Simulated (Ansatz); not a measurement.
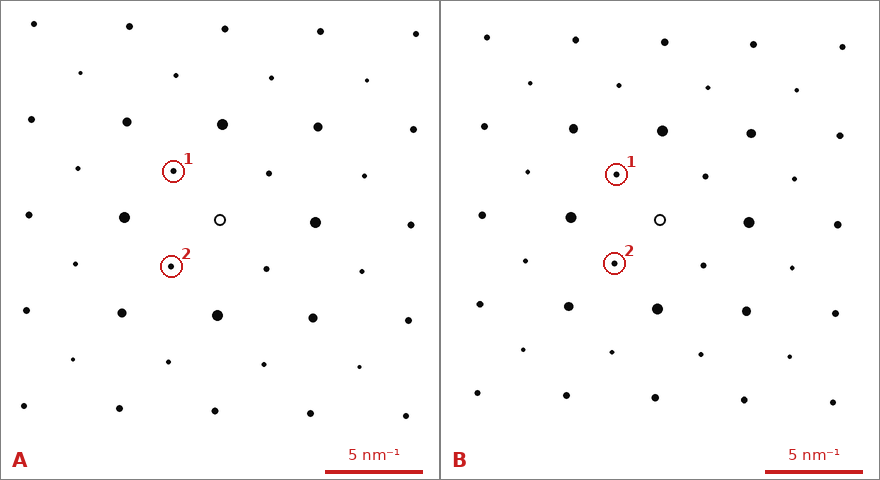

Kinematic electron diffraction patterns (200 kV, B = 0.5 Å², same scale) along [001] of the run's own cell, for the start and the end of one relaxation of CuSb2 with DFT, PAW plane waves, r2scan in Ansatz. k mesh 8×8×4. The start is a generated model structure, and the relaxation ends in the nearest stationary point of its symmetry, not necessarily the ground state. Spot 1 is -1 -1 0 and spot 2 is 1 -1 0 in both.

Start structure:

```
Sb Cu
1.0
     4.03462    0.00000    0.00000
     0.00000    4.03462    0.00000
     0.00000    0.00000    8.14066
Sb Cu
4 2
Direct
  0.00000 0.00000 0.00000
  0.50000 0.50000 0.00000
  0.50000 0.00000 0.62500
  0.00000 0.50000 0.37500
  0.50000 0.00000 0.26000
  0.00000 0.50000 0.74000
```

Which pattern belongs to the start structure, and which to the relaxed one?

A is the start: its cell gives d(1) = 2.853 Å, d(2) = 2.853 Å and an angle of 90.0°. B is the relaxed structure, with d(1) = 3.065 Å (+7.4 %), d(2) = 3.065 Å (+7.4 %) and 90.0°.

What did the relaxation do to the structure and the energy?

The volume changed by +22.9 % to 27.13 Å³ an atom; with the mean shift removed, the atoms moved by up to 1.39 Å relative to the cell (Sb most); the space group stayed P4/nmm (No. 129); the free energy fell by 230 meV an atom. Relaxed cell: a = 4.334 Å, b = 4.334 Å, c = 8.666 Å, α = 90.00°, β = 90.00°, γ = 90.00°.
